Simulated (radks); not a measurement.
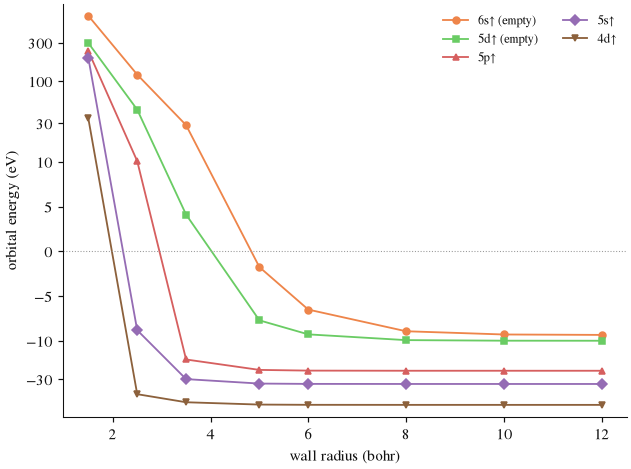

Te²⁺ (Z = 52, 50 electrons) in the configuration [Kr] 4d10 5s2 5p2 (high spin). It is put inside a hard spherical wall of varying radius. Theory: scalar-relativistic Kohn-Sham, r2SCAN, spin-polarised, spherical densities, finite nucleus (computed with the in-house radial solver radks). The plot shows the outer orbital energies (spin up), on a scale that is linear within ±10 eV and logarithmic beyond.

> How do the levels move, and do any cross?

The levels rise as the wall closes in: 5p↑ goes from −23.4 eV at 12 bohr to 237.3 eV at 1.5 bohr and passes zero between 3.5 and 2.5 bohr. No two of the levels drawn cross. The fastest to rise is 6s↑ (by 660.8 eV), the slowest 4d↑ (by 96.8 eV): the wall presses hardest on the most extended orbitals.
